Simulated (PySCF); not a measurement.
# LaH2I3O: a changed input and its effect

System: LaH2I3O (La(I)3(H2O)-), charge −1.
Method of the first run: RKS PBE0, La lcecp-0-SVP with ECP47, I def2-SVP with ECP28, O def2-SVP, H def2-SVP; non-relativistic Hamiltonian with a scalar-relativistic core potential; density fitting (PySCF 2.14.0).

Text and figures count atoms from 1; the logs count them from 0 in places.

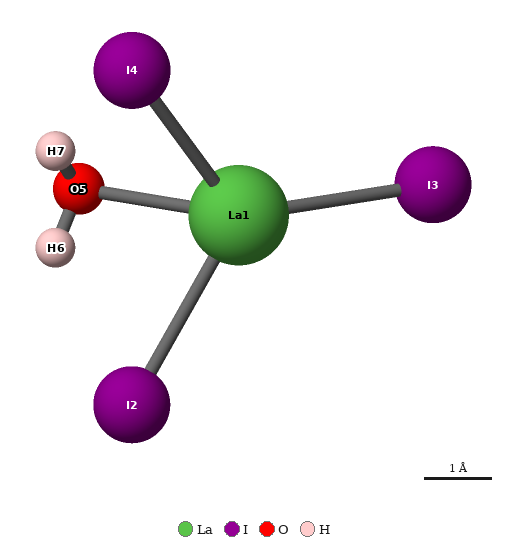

Fig. 1: The structure (ball-and-stick view, seen at a tilt; atoms are numbered from 1 in the order of the input). Sticks mark near contacts. Bond lengths as drawn: H–O 0.98 Å, I–La 3.24 to 3.29 Å and La–O 2.68 Å.

### Input file, the first run
```python
mol = gto.M(atom='''
La    -0.75550     0.03875    -0.03875
I      0.43662     2.98055     0.81233
I     -2.47209    -1.90296     1.90296
I      0.43662    -0.81233    -2.98055
O     -1.63084     1.83348    -1.83348
H     -1.11745     2.58945    -1.49325
H     -1.11745     1.49325    -2.58945''',
    basis={'La': 'lcecp-0-SVP', 'I': 'def2-SVP', 'O': 'def2-SVP', 'H': 'def2-SVP'},
    ecp={'La': 'lcecp-0-SVP', 'I': 'def2-SVP'},
    charge=-1, spin=0)
mf = dft.RKS(mol, xc='PBE0')
mf.grids.atom_grid = (75, 302)  # f atoms: at least (60, 302), unpruned
mf = mf.density_fit()  # La AutoAux, I def2-universal-JKFIT, O def2-universal-JKFIT, H def2-universal-JKFIT
mf.conv_tol = 1e-09; mf.max_cycle = 55
mf.kernel(dm0)
```

The script is an equivalent of the set-up of the self-consistent field. The run itself was carried out by a driver, which started from the orbitals of the step before it where there was one and computed the further properties.

Command:
```bash
OMP_NUM_THREADS=4 python <driver script>
```

Hardware: 4 threads of AMD EPYC (Zen 3), 189 GiB of memory available, shared host.

### Output (the first run)
```
init E= -995.884584340765
  HOMO = -0.127424195549215  LUMO = 0.0711219411619624  gap/eV = 5.40272
cycle= 1 E= -995.88458434597  delta_E= -5.2e-09  |g|= 4.12e-05  |ddm|= 0.0003
  HOMO = -0.127422839772106  LUMO = 0.0711255451065362  gap/eV = 5.40278
cycle= 2 E= -995.884584345822  delta_E= 1.48e-10  |g|= 5.07e-05  |ddm|= 0.000105
  HOMO = -0.127422763513964  LUMO = 0.0711238265765139  gap/eV = 5.40273
cycle= 3 E= -995.884584346424  delta_E= -6.01e-10  |g|= 5.24e-06  |ddm|= 5.23e-05
  HOMO = -0.127423001332954  LUMO = 0.0711236222839098  gap/eV = 5.40273
Extra cycle  E= -995.884584346418  delta_E= 5.46e-12  |g|= 6.88e-06  |ddm|= 1.17e-05
converged SCF energy = -995.884584346418
```

The input of the second run differs as follows (lines with − go, lines with + come):
```diff
-    basis={'La': 'lcecp-0-SVP', 'I': 'def2-SVP', 'O': 'def2-SVP', 'H': 'def2-SVP'},
-    ecp={'La': 'lcecp-0-SVP', 'I': 'def2-SVP'},
+    basis={'La': 'lcecp-0-TZVP', 'I': 'def2-TZVP', 'O': 'def2-TZVP', 'H': 'def2-TZVP'},
+    ecp={'La': 'lcecp-0-TZVP', 'I': 'def2-TZVP'},
-mf.conv_tol = 1e-09; mf.max_cycle = 55
+mf.conv_tol = 1e-08; mf.max_cycle = 55
```

Predict how the results change.

The total energies belong to different models, so their difference says nothing on which is more stable or more accurate. The largest force goes from 0.015 to 0.320 eV/Å. The HOMO goes from −3.47 to −3.57 eV. The basis functions go from 133 to 240.

### Output (the second run)
```
init E= -1003.04839097818
  HOMO = -0.0218466065803299  LUMO = 0.0181788643553737  gap/eV = 1.08915
cycle= 1 E= -994.304605709853  delta_E= 8.74  |g|= 2.94  |ddm|= 4.63
  HOMO = -0.13885211812952  LUMO = 0.0630825330010012  gap/eV = 5.49492
cycle= 2 E= -994.448873272272  delta_E= -0.144  |g|=  2.8  |ddm|= 6.86
  HOMO = -0.131236651058793  LUMO = 0.072661012492933  gap/eV = 5.54834
cycle= 3 E= -995.977879775511  delta_E= -1.53  |g|= 0.448  |ddm|= 3.72
  HOMO = -0.123073673093  LUMO = 0.0731217499156713  gap/eV = 5.33875
cycle= 4 E= -996.002652566  delta_E= -0.0248  |g|= 0.163  |ddm|= 0.529
  HOMO = -0.132267438385538  LUMO = 0.0662100747411642  gap/eV = 5.40085
cycle= 5 E= -996.00544530342  delta_E= -0.00279  |g|= 0.0463  |ddm|= 0.143
  HOMO = -0.131570575410614  LUMO = 0.0701543354963796  gap/eV = 5.48921
cycle= 6 E= -996.006100638066  delta_E= -0.000655  |g|= 0.0106  |ddm|= 0.0615
  HOMO = -0.131232931512897  LUMO = 0.0705213412211627  gap/eV = 5.49001
cycle= 7 E= -996.006113610496  delta_E= -1.3e-05  |g|= 0.00574  |ddm|= 0.00888
  HOMO = -0.131246521268505  LUMO = 0.0703523301455711  gap/eV = 5.48578
cycle= 8 E= -996.006120238691  delta_E= -6.63e-06  |g|= 0.000404  |ddm|= 0.00495
  HOMO = -0.131247663338603  LUMO = 0.0703744689869907  gap/eV = 5.48642
cycle= 9 E= -996.006120267145  delta_E= -2.85e-08  |g|= 0.000208  |ddm|= 0.000631
  HOMO = -0.131240516952729  LUMO = 0.070368708436682  gap/eV = 5.48607
cycle= 10 E= -996.006120276232  delta_E= -9.09e-09  |g|= 7.21e-05  |ddm|= 0.000207
  HOMO = -0.131244411023744  LUMO = 0.0703623623813705  gap/eV = 5.48600
Extra cycle  E= -996.006120275749  delta_E= 4.83e-10  |g|= 9.19e-05  |ddm|= 0.000131
converged SCF energy = -996.006120275749
```

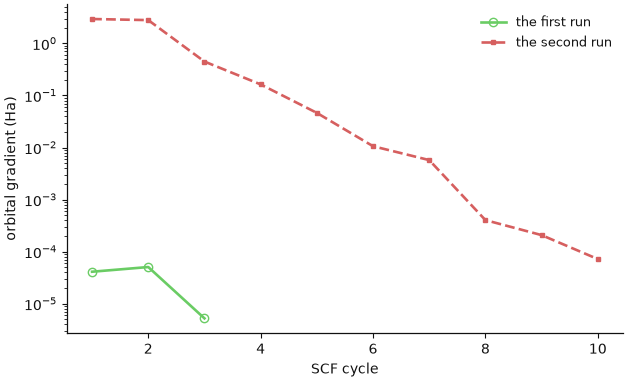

Fig. 2: Convergence of the two runs: orbital gradient against the SCF cycle. The first run takes 3 cycles in all, and the second run takes 10.

### The two runs side by side

| quantity | the first run | the second run |
| --- | --- | --- |
| outcome | converged | converged |
| total energy (hartree) | −995.884584 | −996.006120 |
| HOMO (eV) | −3.47 | −3.57 |
| LUMO (eV) | 1.94 | 1.91 |
| largest force (eV/Å) | 0.015 | 0.320 |
| basis functions | 133 | 240 |
| wall time (shared host) | 32 s | 34 s |
